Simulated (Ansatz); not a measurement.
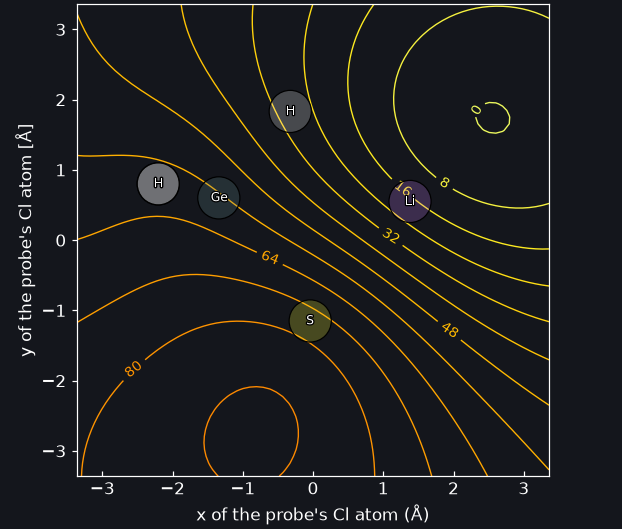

Energy landscape of GeH₃LiS (SMILES [Li][S][GeH3]) with the probe Cl-. The probe is moved over a plane parallel to the molecule's main plane, 3.95 Å above it. Coordinates scanned: (1) x of the probe's Cl atom; (2) y of the probe's Cl atom. Nothing is relaxed (molecule and probe rigid). The grid has 13 × 13 points. Energies: kJ/mol, counted from the lowest grid point. Theory: RHF/def2-SVPD (Ansatz).

Drawn: contour lines labelled in kJ/mol, labelled circles for the molecule's atoms, projected on the plane. Between grid points the surface is interpolated. 

Where are the wells?

Answer. The lowest grid point is at x of the probe's Cl atom = 2.80 Å, y of the probe's Cl atom = 1.68 Å. No other kind of well shows on this grid. The highest grid point, x of the probe's Cl atom = −1.12 Å, y of the probe's Cl atom = −2.80 Å, lies 89 kJ/mol above the lowest. Near the minimum the curvatures are about 0.079 and 0.1 eV/Å² along the soft and the stiff direction.

Time for the 169 points that were run: 12 min on 1 thread of AMD EPYC 7R13 Processor (Zen 3), on a shared host.
